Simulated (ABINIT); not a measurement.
# SnO2 (Cassiterite): G0W0 with ABINIT, start to end, part 2 of 2

Wanted: ground state, empty states, screening and self-energy for SnO2 (Cassiterite).

ABINIT 10.8.3; PBE and many-body steps on it, plane waves. Known limits of the many-body steps: not at the basis limit; no spin-orbit coupling; coarse k mesh.

So far. Step 2 (Ground state): The gap is direct, at Γ. Step 3 (Empty states on the mesh, 4×4×4 mesh, 89 bands): On this mesh the gap is 1.284 eV.

## Step 4: Screening, 4×4×4 mesh, 81 bands, screening to 106.1 eV

The RPA dielectric matrix is built and inverted for each q.

This step: RPA screening on PBE, plane waves, norm-conserving pseudopotentials.

run.abi reads:

```
acell 3*1.0 Angstrom
rprim 
  4.738000000000 0.000000000000 0.000000000000
  0.000000000000 4.738000000000 0.000000000000
  0.000000000000 0.000000000000 3.186500000000
ntypat 2
znucl 50 8
natom 6
typat 1 1 2 2 2 2
xred 
  0.000000000000 0.000000000000 0.000000000000
  0.500000000000 0.500000000000 0.500000000000
  0.307100000000 0.307100000000 0.000000000000
  0.192900000000 0.807100000000 0.500000000000
  0.692900000000 0.692900000000 0.000000000000
  0.807100000000 0.192900000000 0.500000000000
pp_dirpath "pseudos"
pseudos "Sn.upf, O.upf"
ecut 42
ngkpt 4 4 4
nshiftk 1
shiftk 0 0 0
kptopt 1
chksymbreak 0
istwfk *1
occopt 1
irdwfk 1
optdriver 3
nband 81
ecuteps 3.9
inclvkb 2
awtr 1
symchi 1
indata_prefix "in"
outdata_prefix "out"
tmpdata_prefix "tmp"
```

Run with:

```
OMP_NUM_THREADS=1 mpirun -n 4 abinit run.abi > log
```

Numbers of over 12 decimals in the logs are rounded to 6 here.

The program printed:

```text
.Version 10.8.3 of ABINIT. v10.8.2 released Aug 2026.

 Symmetries : space group P4_2/m n m (#136); Bravais tP (primitive tetrag.)
[... echo of the input left out ...]
== DATASET  1 ==================================================================
-   mpi_nproc: 4, omp_nthreads: 1 (-1 if OMP is not activated)

--- !DatasetInfo
iteration_state: {dtset: 1, }
dimensions: {natom: 6, nkpt: 18, mband: 81, nsppol: 1, nspinor: 1, nspden: 1, mpw: 6312, }
cutoff_energies: {ecut:  42.0, pawecutdg:  -1.0, }
electrons: {nelect:   6.80000000E+01, charge:   0.00000000E+00, occopt:   1.00000000E+00, tsmear:   1.00000000E-02, }

 SCREENING: Calculation of the susceptibility and dielectric matrices

 Based on a program developped by R.W. Godby, V. Olevano, G. Onida, and L. Reining.
 Incorporated in ABINIT by V. Olevano, G.-M. Rignanese, and M. Torrent.
.Using double precision arithmetic ; gwpc =  8

[... cell and pseudopotentials left out ...]
--------------------------------------------------------------------------------

 ==== K-mesh for the wavefunctions ====
 Number of points in the irreducible wedge :    18
[... list of points left out ...]
 Together with 16 symmetry operations and time-reversal symmetry
 yields    64 points in the full Brillouin Zone.

 ==== Q-mesh for the screening function ====
 Number of points in the irreducible wedge :    18
[... list of points left out ...]
 Together with 16 symmetry operations and time-reversal symmetry
 yields    64 points in the full Brillouin Zone.

 setmesh: FFT mesh size selected  =    36x   36x   24
          total number of points  =        31104

 vcoul_init : cutoff-mode = AUXILIARY_FUNCTION
 q-points for optical limit:   1
     1)      0.000010    0.000020    0.000030

- screening: taking advantage of time-reversal symmetry
- Maximum band index for partially occupied states nbvw = 34
- Remaining bands to be divided among processors   nbcw = 47
- Number of bands treated by each node ~11

 Number of electrons calculated from density =   68.0000; Expected =   68.0000
 average of density, n =  0.140867
 r_s =    1.1923
 omega_plasma =   36.2043 [eV]

 calculating chi0 at frequencies [eV] :
  1    0.000000E+00    0.000000E+00
  2    0.000000E+00    3.620427E+01

--------------------------------------------------------------------------------
  q-point number  1        q = ( 0.000000, 0.000000, 0.000000) [r.l.u.]
--------------------------------------------------------------------------------
[... chi0 elements left out ...]
 For q-point:  0.000010 0.000020 0.000030
  dielectric constant =   4.5446
  dielectric constant without local fields =   4.7463

  Average fulfillment of the sum rule on Im[epsilon] for q-point    1 :     31.04  [%]
[... wings left out ...]
  q-point number  2        q = ( 0.250000, 0.000000, 0.000000) [r.l.u.]
--------------------------------------------------------------------------------
[... chi0 elements left out ...]
  Average fulfillment of the sum rule on Im[epsilon] for q-point    2 :     44.28  [%]

 [... 16 further q-points ...]
```

Run time: 2.7 min. Hardware: 4 MPI ranks of Arm Neoverse V1, shared host; peak memory 2.3 GiB; 11 min of CPU time.

This step gave:

```yaml
eps_infinity_with_local_fields_on_this_mesh_along_the_program_s_q_direction: 4.545
the_same_without_local_fields: 4.746
plasma_frequency: 36.20 eV
plane_waves_in_the_screening_matrix: 177
```

Local fields lower ε∞ by 4 %. On a Γ-centred mesh this coarse the value itself is usually too large, while a short band sum pulls it down.

## Step 5: Self-energy, 4×4×4 mesh, 81 bands, screening to 106.1 eV

The self-energy is evaluated for the states that the input lists, and the levels follow from it, in one-shot runs by the linearised quasiparticle equation.

This step: G0W0 on PBE, plane waves, norm-conserving pseudopotentials.

run.abi: that of step 4 with these lines changed.

```diff
@@ -27,8 +27,15 @@
 irdwfk 1
-optdriver 3
+optdriver 4
 nband 81
+gwcalctyp 0
+ecutsigx 42
+symsigma 1
+nkptgw 1
+kptgw 
+  0.0000000000 0.0000000000 0.0000000000
+bdgw 
+  32 36
 ecuteps 3.9
-inclvkb 2
-awtr 1
-symchi 1
+irdscr 1
+ppmodel 1
 indata_prefix "in"
```

The program printed:

```text
.Version 10.8.3 of ABINIT. v10.8.2 released Aug 2026.

 Symmetries : space group P4_2/m n m (#136); Bravais tP (primitive tetrag.)
[... echo of the input left out ...]
== DATASET  1 ==================================================================
-   mpi_nproc: 4, omp_nthreads: 1 (-1 if OMP is not activated)

--- !DatasetInfo
iteration_state: {dtset: 1, }
dimensions: {natom: 6, nkpt: 18, mband: 81, nsppol: 1, nspinor: 1, nspden: 1, mpw: 6312, }
cutoff_energies: {ecut:  42.0, pawecutdg:  -1.0, }
electrons: {nelect:   6.80000000E+01, charge:   0.00000000E+00, occopt:   1.00000000E+00, tsmear:   1.00000000E-02, }

 SIGMA: Calculation of the GW corrections

 Based on a program developped by R.W. Godby, V. Olevano, G. Onida, and L. Reining.
 Incorporated in ABINIT by V. Olevano, G.-M. Rignanese, and M. Torrent.
.Using double precision arithmetic ; gwpc =  8

[... cell and pseudopotentials left out ...]
--------------------------------------------------------------------------------

 ==== K-mesh for the wavefunctions ====
 Number of points in the irreducible wedge :    18
[... list of points left out ...]
 Together with 16 symmetry operations and time-reversal symmetry
 yields    64 points in the full Brillouin Zone.

 ==== Q-mesh for screening function ====
 Number of points in the irreducible wedge :    18
[... list of points left out ...]
 Together with 16 symmetry operations and time-reversal symmetry
 yields    64 points in the full Brillouin Zone.

 vcoul_init : cutoff-mode = AUXILIARY_FUNCTION
 q-points for optical limit:   1
     1)      0.000010    0.000020    0.000030
 setmesh: FFT mesh size selected  =    54x   54x   36
          total number of points  =       104976

 Number of electrons calculated from density =   68.0000; Expected =   68.0000
 average of density, n =  0.140867
 r_s =    1.1923
 omega_plasma =   36.2043 [eV]

 === KS Band Gaps ===
  >>>> For spin  1
   Minimum direct gap =   1.2836 [eV], located at k-point      :   0.0000  0.0000  0.0000
   Fundamental gap    =   1.2836 [eV], Top of valence bands at :   0.0000  0.0000  0.0000
                                       Bottom of conduction at :   0.0000  0.0000  0.0000
 SIGMA fundamental parameters:
 PLASMON POLE MODEL  1
 number of plane-waves for SigmaX                 6273
 number of plane-waves for SigmaC and W            177
 number of plane-waves for wavefunctions          6273
 number of bands                                    81
 number of independent spin polarizations            1
 number of spinorial components                      1
 number of k-points in IBZ                          18
 number of q-points in IBZ                          18
 number of symmetry operations                      16
 number of k-points in BZ                           64
 number of q-points in BZ                           64
 number of frequencies for dSigma/dE                 9
 frequency step for dSigma/dE [eV]                0.25
 number of omega for Sigma on real axis              0
 max omega for Sigma on real axis  [eV]           0.00
 zcut for avoiding poles [eV]                     0.10

 EPSILON^-1 parameters (SCR file):
 dimension of the eps^-1 matrix on file            177
 dimension of the eps^-1 matrix used               177
 number of plane-waves for wavefunctions          6273
 number of bands                                    81
 number of q-points in IBZ                          18
 number of frequencies                               2
 number of real frequencies                          1
 number of imag frequencies                          1

 matrix elements of self-energy operator (all in [eV])

 Perturbative Calculation

--- !SelfEnergy_ee
iteration_state: {dtset: 1, }
kpoint     : [   0.000,    0.000,    0.000, ]
spin       : 1
KS_gap     :    1.284
QP_gap     :    2.790
Delta_QP_KS:    1.506
data: !SigmaeeData |
     Band     E0 <VxcDFT>   SigX SigC(E0)      Z dSigC/dE  Sig(E)    E-E0       E
       32   6.013 -20.016 -25.535   5.262   0.791  -0.264 -20.219  -0.203   5.810
       33   6.013 -20.016 -25.535   5.262   0.791  -0.264 -20.219  -0.203   5.810
       34   6.777 -20.351 -26.231   5.613   0.790  -0.265 -20.562  -0.211   6.566
       35   8.061 -16.498 -12.586  -2.381   0.846  -0.182 -15.203   1.295   9.356
       36  12.920 -16.302 -10.641  -3.350   0.839  -0.192 -14.363   1.939  14.858

== END DATASET(S) ==============================================================
================================================================================

 -outvars: echo values of variables after computation  --------
           etotal      0.0000000000E+00
            nband          81
             nkpt          18
          spgroup         136
 [... the other variables as echoed above ...]

 Calculation completed.
```

Elapsed: 7.6 s, on 4 MPI ranks; peak memory 1.7 GiB.

Numbers from this step:

| Item | Value |
| --- | --- |
| G0W0 gap on the points computed | 2.79 eV |
| starting gap on the mesh | 1.284 eV |
| k of the valence top | 0, 0, 0 |
| k of the conduction bottom | 0, 0, 0 |
| Z at the valence top | 0.79 |
| Z at the conduction bottom | 0.846 |
| least direct G0W0 gap on the computed points | 2.79 eV |

The gap on the mesh goes from 1.28 eV to 2.79 eV, a correction of +1.51 eV.

Limits: finite bands, cutoff and mesh; no spin-orbit coupling; coarse k mesh. v1 is the top filled band, c1 the lowest empty one. Levels before and after the correction, in eV, zero at the valence-band top of each column:

|  | conduction bottom | valence top |
| --- | --- | --- |
| Kohn-Sham | 1.28 | 0.00 |
| G0W0 | 2.79 | 0.00 |

|  | level | energy (eV) |
| --- | --- | --- |
| Kohn-Sham | Γ v3-v2 | -0.764 |
| Kohn-Sham | Γ v1 | 0.000 |
| Kohn-Sham | Γ c1 | 1.284 |
| Kohn-Sham | Γ c2 | 6.143 |
| G0W0 | Γ v3-v2 | -0.756 |
| G0W0 | Γ v1 | 0.000 |
| G0W0 | Γ c1 | 2.790 |
| G0W0 | Γ c2 | 8.292 |

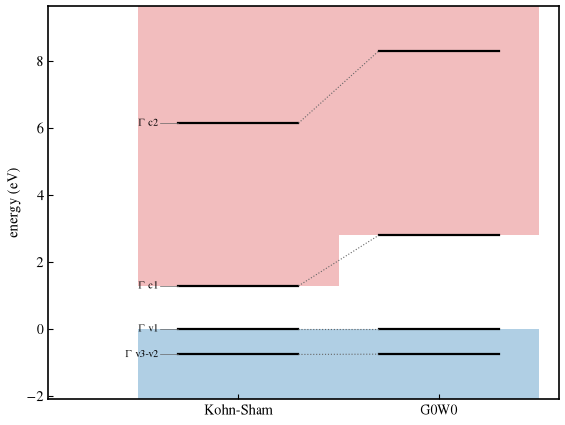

Levels before and after the correction. Shaded: valence and conduction bands.

## Step 6: Where the time went

Times are wall times on 4 MPI ranks of Arm Neoverse V1, shared host, good to a factor of about two.

| step | time | share | memory (GiB) |
| --- | --- | --- | --- |
| ground state | 70 s | 23 % | 0.44 |
| empty states on the mesh | 68 s | 22 % | 0.44 |
| screening | 2.7 min | 53 % | 2.3 |
| self-energy | 7.6 s | 2 % | 1.7 |

## Step 7: Outcome

| Quantity | Value |
| --- | --- |
| PBE gap | 1.28 eV, direct |
| G0W0 gap on the mesh | 2.79 eV |
| GW settings | 4×4×4 mesh, 81 bands, screening to 106.1 eV, Godby-Needs plasmon pole |
| known limits | not at the basis limit; no spin-orbit coupling; coarse k mesh |

In words: G0W0 moves the gap on the mesh from 1.28 eV to 2.79 eV (+1.51 eV), with Z of 0.79 and 0.85 at the edges. Local fields lower the RPA ε∞ on this mesh from 4.75 to 4.54; a Γ-centred mesh this coarse tends to raise both, most where the direct gap is narrow, while a short band sum lowers them. Only 1 of the mesh's irreducible points was corrected, so a valley elsewhere could overtake. The dearest step here is «screening». Against experiment, by G0W0@PBE: the gap of 2.79 eV lies −0.81 eV from the measured 3.6 eV (kind not stated, quoted 2022). The calculation has static nuclei and no excitons; a measured gap holds zero-point and thermal motion, which mostly lowers it. Against the values above the computed gap that would widen the miss. An edge that is forbidden or weak in absorption could explain it, and so could too strong a screening: the start's gap is only 1.28 eV, the mesh is coarse, and one shot does not repair that. Bands and cutoff are finite, so the gap is not at the basis limit. The miss can reach some tenths of an eV and take either sign; the mesh is an error of its own. In the G0W0 run levels were corrected at 1 k point alone, so a gap called «on the mesh» is the least over those, and an edge elsewhere would be missed. The 4×4×4 mesh is coarse for this cell, which bears on the long-range parts of exchange and screening. The many-body steps are scalar-relativistic: spin-orbit coupling is not in them.

[Paths, hosts, dates, memory and timing lines, banners, echoed tables and standing remarks are left out of the program output.]

[Logs are printed without paths, hosts, clocks, repeated set-up lines and the standing remarks that a program may print on its own settings, such as how far it seeks lower states.]

[Runs of the session that timed out or met a known fault of the program may be left out.]

[Hosts, paths, dates, database ids (printed as entryN), source tags and the programs' standing remarks are cut or masked in the printed files.]

[G0W0 gaps are taken among the corrected bands and points alone; a level outside them can change the order at an edge.]

[Where Ansatz stands beside ABINIT at settings called matched, ABINIT's density can come from a denser mesh and the files from another edition; pairs whose starting gaps differed by over 0.03 eV were left out, so agreement reads better than it is.]
